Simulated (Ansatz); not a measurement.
Run report: CH4BNSi, geometry relaxation (part 2 of 2)

The same run, continued: CH4BNSi; RKS PBE0-D4/def2-TZVP (Ansatz 0.2.0). 

Geometry of the input (Å):
```
B  -0.2239  1.8983  -0.4355
C  0.3434  0.9740  0.4404
N  0.4120  -0.3944  0.6008
Si -0.1406  -1.7336  -0.1003
H  -0.6299  2.7562  -1.0795
H  0.9072  1.4744  1.2414
H  0.3246  -2.9264  0.5847
H  -0.9928  -2.0484  -1.2521
```

**Trajectory as extended XYZ, continued**
```
8
Properties=species:S:1:pos:R:3:forces:R:3 step=8 energy=-11136.57343
B    -0.2094    1.9746   -0.4361    0.1269   0.1428   0.1846
C     0.2504    0.8928    0.3003   -0.2776  -0.0417  -0.3713
N     0.3591   -0.4274    0.4926   -0.0037   0.0383   0.0470
Si   -0.1035   -1.8524   -0.0310    0.0359   0.0526  -0.0014
H    -0.4617    3.0540   -0.8675    0.0805  -0.3431   0.1264
H     0.7512    1.5527    1.0663    0.0350   0.1467   0.0055
H     0.3969   -3.0469    0.6691    0.0139  -0.0095   0.0189
H    -0.9830   -2.1474   -1.1937   -0.0110   0.0139  -0.0098
8
Properties=species:S:1:pos:R:3:forces:R:3 step=9 energy=-11136.59291
B    -0.1945    2.0288   -0.4267    0.2599   0.0561   0.3836
C     0.2066    0.8690    0.2218   -0.4968   0.3347  -0.6693
N     0.3286   -0.4348    0.4340   -0.0436  -0.0985   0.0126
Si   -0.1038   -1.8944   -0.0254    0.0663   0.0956   0.0227
H    -0.3734    3.1778   -0.7454    0.1164  -0.7433   0.1944
H     0.6821    1.5640    0.9914    0.0723   0.2383   0.0306
H     0.4362   -3.0471    0.7224   -0.0148   0.0597  -0.0190
H    -0.9818   -2.2633   -1.1721    0.0403   0.0574   0.0444
8
Properties=species:S:1:pos:R:3:forces:R:3 step=10 energy=-11136.62318
B    -0.1814    2.0634   -0.4116    0.3901  -0.2229   0.5970
C     0.1689    0.8500    0.1624   -0.6388   0.6175  -0.9180
N     0.3061   -0.4392    0.3975   -0.0767  -0.1883   0.0022
Si   -0.1030   -1.9219   -0.0212    0.0847   0.1387   0.0439
H    -0.3066    3.2431   -0.6495    0.0822  -0.8698   0.1542
H     0.6323    1.5861    0.9223    0.1115   0.3088   0.0816
H     0.4607   -3.0457    0.7597   -0.0427   0.1205  -0.0572
H    -0.9770   -2.3358   -1.1595    0.0895   0.0954   0.0963
8
Properties=species:S:1:pos:R:3:forces:R:3 step=11 energy=-11136.68923
B    -0.1514    2.1130   -0.3690    0.5061  -1.4563   0.8326
C     0.1009    0.8122    0.0629   -0.8854   1.4154  -1.3614
N     0.2685   -0.4465    0.3515   -0.1152  -0.2105  -0.0289
Si   -0.1020   -1.9633   -0.0116    0.1137   0.2406   0.0798
H    -0.2059    3.3031   -0.4980   -0.0287  -0.6429  -0.0170
H     0.5563    1.6388    0.7935    0.3547   0.3511   0.4532
H     0.4978   -3.0398    0.8172   -0.1019   0.1903  -0.1282
H    -0.9642   -2.4175   -1.1466    0.1567   0.1123   0.1700
8
Properties=species:S:1:pos:R:3:forces:R:3 step=13 energy=-11136.86032
B    -0.1031    2.1177   -0.2371    0.1369  -1.0535   0.0273
C     0.0202    0.7578   -0.0660   -0.5094   0.9855  -0.4200
N     0.2041   -0.4397    0.3043   -0.1438  -0.5770  -0.3339
Si   -0.1035   -1.9930   -0.0134    0.1635   0.2459   0.1950
H    -0.1765    3.2651   -0.4236   -0.2486   0.1576  -0.3331
H     0.5854    1.7491    0.7200    0.6216   0.0589   0.8809
H     0.5024   -3.0105    0.8753   -0.1072   0.1428  -0.1234
H    -0.9290   -2.4467   -1.1597    0.0870   0.0399   0.1072
8
Properties=species:S:1:pos:R:3:forces:R:3 step=14 energy=-11137.00660
B    -0.0702    2.1102   -0.1488    0.1415   0.4390  -0.2340
C    -0.0125    0.7397   -0.0896   -0.1724  -0.0925   0.1214
N     0.1737   -0.4436    0.2808   -0.2820  -0.2924  -0.5857
Si   -0.1004   -2.0039   -0.0276    0.1478   0.0600   0.2028
H    -0.2260    3.2387   -0.5013   -0.1598  -0.5210  -0.0489
H     0.6635    1.7956    0.7766    0.3898   0.4190   0.5984
H     0.4897   -2.9988    0.8820   -0.0399   0.0304  -0.0445
H    -0.9178   -2.4379   -1.1721   -0.0250  -0.0425  -0.0096
8
Properties=species:S:1:pos:R:3:forces:R:3 step=15 energy=-11137.22412
B     0.0061    2.1107   -0.0277   -0.2162   1.2010  -0.9501
C    -0.0469    0.7205   -0.1151    0.2254  -0.6604   0.6775
N     0.1273   -0.4502    0.2305   -0.5057   0.1246  -0.8845
Si   -0.1031   -2.0239   -0.0508    0.1443  -0.2986   0.1714
H    -0.3115    3.1436   -0.6039    0.1660  -0.9097   0.5173
H     0.7714    1.9283    0.8733    0.3028   0.7306   0.5435
H     0.4674   -2.9897    0.8849    0.0528  -0.0723   0.0800
H    -0.9108   -2.4393   -1.1913   -0.1695  -0.1153  -0.1552
8
Properties=species:S:1:pos:R:3:forces:R:3 step=16 energy=-11137.41794
B     0.0748    2.1163    0.0175   -0.2302   0.9100  -0.6534
C    -0.0573    0.7107   -0.1217    0.5913  -0.3140   0.9963
N     0.0868   -0.4653    0.1712   -0.5756   0.2910  -0.8992
Si   -0.1119   -2.0532   -0.0730    0.1435  -0.3805   0.1117
H    -0.3704    3.0630   -0.6441    0.4627  -0.8538   0.7145
H     0.8423    2.0833    0.9668   -0.2563   0.6070  -0.2048
H     0.4558   -2.9868    0.8904    0.0819  -0.1011   0.1295
H    -0.9201   -2.4680   -1.2070   -0.2174  -0.1587  -0.1947
8
Properties=species:S:1:pos:R:3:forces:R:3 step=17 energy=-11137.58169
B     0.1350    2.1325   -0.0014    0.3556   0.1240   1.1481
C    -0.0379    0.7156   -0.0928    0.6593  -0.9265   0.7575
N     0.0501   -0.4908    0.0993   -0.5138   1.0826  -0.7245
Si   -0.1256   -2.0940   -0.1004    0.1273  -0.1145   0.0428
H    -0.3886    3.0047   -0.6270    0.2305  -0.1359   0.0293
H     0.8602    2.2609    1.0446   -0.7640   0.1523  -1.2360
H     0.4596   -2.9896    0.8940    0.0399  -0.0525   0.0744
H    -0.9529   -2.5393   -1.2162   -0.1347  -0.1295  -0.0915
8
Properties=species:S:1:pos:R:3:forces:R:3 step=18 energy=-11137.79442
B     0.1622    2.1218    0.0872   -0.0411   0.0549   0.1646
C    -0.0138    0.6994   -0.0561    0.5788   0.7039   0.5315
N     0.0001   -0.4967    0.0040   -0.4861  -0.4391  -0.2621
Si   -0.0862   -2.1180   -0.1736    0.2581  -0.3871  -0.1449
H    -0.3330    2.9416   -0.5993   -0.1688   0.0828  -0.3131
H     0.8312    2.4579    1.0259   -0.0041  -0.1512  -0.0571
H     0.4427   -2.9644    0.9039   -0.0451   0.0960   0.0523
H    -1.0033   -2.6417   -1.1920   -0.0918   0.0399   0.0289
8
Properties=species:S:1:pos:R:3:forces:R:3 step=20 energy=-11137.97776
B     0.1828    2.1063    0.1778   -0.0074   0.6058  -0.1732
C     0.0435    0.6596    0.1069   -0.1000  -0.0912  -0.1573
N    -0.0713   -0.5074   -0.0300   -0.0185   0.2881   0.1161
Si    0.1928   -2.1310   -0.4480   -0.5699  -1.2672   0.2709
H    -0.3468    2.7473   -0.7017    0.1401  -0.1866   0.3597
H     0.8282    2.5969    1.0567   -0.0963  -0.0380  -0.0857
H     0.2915   -2.8420    0.8988    0.0977   0.3107  -0.4505
H    -1.1207   -2.6298   -1.0604    0.5543   0.3786   0.1201
8
Properties=species:S:1:pos:R:3:forces:R:3 step=21 energy=-11138.03093
B     0.1806    2.1078    0.1669   -0.0550   0.2425  -0.1348
C     0.0519    0.6553    0.0685   -0.0127  -0.0083  -0.0930
N    -0.0572   -0.5162   -0.0488    0.0554  -0.1122   0.0924
Si    0.1589   -2.1769   -0.4031   -0.1678  -0.1463  -0.0489
H    -0.3589    2.7710   -0.6765    0.0702  -0.1100   0.1691
H     0.8183    2.5809    1.0554   -0.0246  -0.0263   0.0017
H     0.3251   -2.8459    0.9303   -0.1085   0.1117  -0.1857
H    -1.1187   -2.5761   -1.0927    0.2430   0.0488   0.1994
8
Properties=species:S:1:pos:R:3:forces:R:3 step=22 energy=-11138.03439
B     0.1753    2.1129    0.1498   -0.0472  -0.1671   0.0660
C     0.0800    0.6504    0.0409    0.1049  -0.0765  -0.0776
N     0.0140   -0.5280   -0.0460   -0.1578   0.4535   0.0721
Si    0.1819   -2.1841   -0.4094    0.1385  -0.2865   0.0130
H    -0.4278    2.7786   -0.6297    0.0208   0.0341  -0.0384
H     0.8356    2.5578    1.0345   -0.0051   0.0452   0.0102
H     0.2299   -2.8268    0.9279    0.0993  -0.0297   0.0776
H    -1.0888   -2.5608   -1.0680   -0.1533   0.0269  -0.1229
8
Properties=species:S:1:pos:R:3:forces:R:3 step=23 energy=-11138.01534 accepted=F
B     0.1629    2.0974    0.1531    0.0658   0.5281   0.0291
C     0.0998    0.6638   -0.0606    0.0018  -0.8174  -0.0991
N     0.0145   -0.5134   -0.1512   -0.2136   0.1912  -0.0318
Si    0.1630   -2.2006   -0.4345    0.0238  -0.0499   0.1791
H    -0.3103    2.8514   -0.6391   -0.0606  -0.0491   0.0506
H     0.7099    2.4525    1.1487    0.0751   0.0869   0.0031
H     0.3316   -2.7341    0.9531   -0.0241  -0.0121  -0.1046
H    -1.1714   -2.6170   -0.9696    0.1317   0.1223  -0.0264
8
Properties=species:S:1:pos:R:3:forces:R:3 step=24 energy=-11138.03981
B     0.1849    2.1061    0.1591   -0.1040   0.0978  -0.0017
C     0.0742    0.6528    0.0052   -0.0200  -0.3967  -0.0654
N    -0.0376   -0.5206   -0.1076    0.1251   0.3330   0.1241
Si    0.1864   -2.1975   -0.4178   -0.1526  -0.0426  -0.0005
H    -0.3735    2.7991   -0.6347    0.0386  -0.0113   0.0091
H     0.7970    2.5385    1.0842    0.0287  -0.0108  -0.0075
H     0.2866   -2.7961    0.9489    0.0009   0.0509  -0.0647
H    -1.1180   -2.5822   -1.0373    0.0833  -0.0203   0.0067
8
Properties=species:S:1:pos:R:3:forces:R:3 step=25 energy=-11138.04353
B     0.1711    2.1082    0.1565    0.0329  -0.0259   0.0076
C     0.0893    0.6480    0.0202    0.0243   0.3209   0.0219
N    -0.0023   -0.5229   -0.0662   -0.0470  -0.3114  -0.0377
Si    0.1772   -2.1973   -0.4168    0.0356   0.0055   0.0134
H    -0.3876    2.7866   -0.6461   -0.0174   0.0071  -0.0012
H     0.7975    2.5508    1.0677   -0.0062   0.0113  -0.0025
H     0.2757   -2.8151    0.9348   -0.0043  -0.0112   0.0050
H    -1.1210   -2.5583   -1.0500   -0.0178   0.0038  -0.0067
8
Properties=species:S:1:pos:R:3:forces:R:3 step=27 energy=-11138.04425
B     0.1741    2.1094    0.1568    0.0010  -0.0138  -0.0020
C     0.0896    0.6498    0.0234    0.0021   0.0009   0.0000
N    -0.0058   -0.5241   -0.0647    0.0028   0.0090   0.0012
Si    0.1782   -2.1970   -0.4146   -0.0081  -0.0054   0.0046
H    -0.3924    2.7836   -0.6450   -0.0009   0.0033   0.0017
H     0.8017    2.5587    1.0638   -0.0020   0.0023  -0.0002
H     0.2727   -2.8227    0.9345    0.0010   0.0040  -0.0052
H    -1.1182   -2.5577   -1.0544    0.0042  -0.0004  -0.0001
8
Properties=species:S:1:pos:R:3:forces:R:3 step=28 energy=-11138.04426
B     0.1743    2.1091    0.1567    0.0008  -0.0093  -0.0013
C     0.0908    0.6497    0.0223   -0.0013   0.0054   0.0024
N    -0.0055   -0.5241   -0.0652    0.0040   0.0069  -0.0009
Si    0.1778   -2.1969   -0.4144   -0.0063  -0.0099   0.0026
H    -0.3926    2.7841   -0.6440   -0.0029   0.0029  -0.0028
H     0.8010    2.5585    1.0640    0.0016   0.0017   0.0035
H     0.2726   -2.8221    0.9348    0.0011   0.0024  -0.0031
H    -1.1184   -2.5581   -1.0542    0.0029  -0.0001  -0.0004
8
Properties=species:S:1:pos:R:3:forces:R:3 step=29 energy=-11138.04426
B     0.1747    2.1091    0.1564   -0.0027  -0.0051   0.0019
C     0.0911    0.6498    0.0223    0.0001   0.0043   0.0011
N    -0.0053   -0.5240   -0.0651    0.0018  -0.0040  -0.0036
Si    0.1768   -2.1972   -0.4139    0.0009   0.0030   0.0016
H    -0.3931    2.7842   -0.6437    0.0000   0.0013  -0.0020
H     0.8011    2.5586    1.0641    0.0016   0.0010   0.0006
H     0.2729   -2.8217    0.9352   -0.0017  -0.0002  -0.0016
H    -1.1183   -2.5586   -1.0553    0.0000  -0.0002   0.0020
8
Properties=species:S:1:pos:R:3:forces:R:3 step=30 energy=-11138.04427
B     0.1744    2.1090    0.1567    0.0010   0.0006  -0.0005
C     0.0912    0.6498    0.0220   -0.0007   0.0003   0.0010
N    -0.0050   -0.5240   -0.0656    0.0008  -0.0028  -0.0020
Si    0.1771   -2.1972   -0.4141    0.0003   0.0014   0.0004
H    -0.3930    2.7843   -0.6436   -0.0005   0.0000  -0.0001
H     0.8012    2.5585    1.0642   -0.0002   0.0001   0.0005
H     0.2725   -2.8216    0.9351    0.0002  -0.0003   0.0009
H    -1.1183   -2.5589   -1.0547   -0.0008   0.0005  -0.0003
```

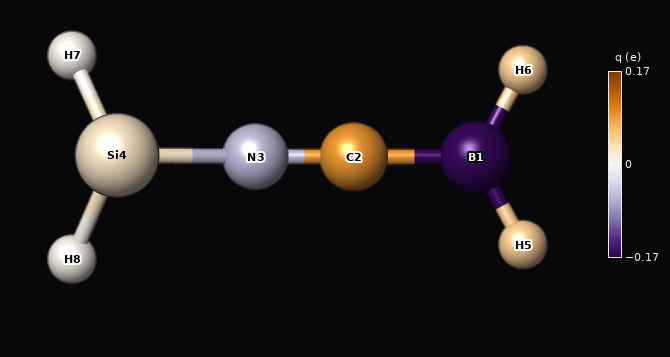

**Figure 1.** Mulliken charges, as the colour of each atom (ball-and-stick view, seen on its broad side; atoms are numbered from 1 in the order of the input). By element: B −0.16, C +0.09, N −0.06, Si +0.02 and H +0.01 to +0.05 e.

**Summary**

```tsv
quantity	value
outcome	converged
total energy	−11138.0443 eV
mean-field energy	−11137.9203 eV
dispersion energy	−0.1240 eV
SCF solution under orbital rotations	stable
largest force (length of the vector) at the end	0.004 eV/Å
dipole moment	0.14 D
wall time	2.4 min (CPU time 4.6 min)
peak memory	0.32 GiB
```
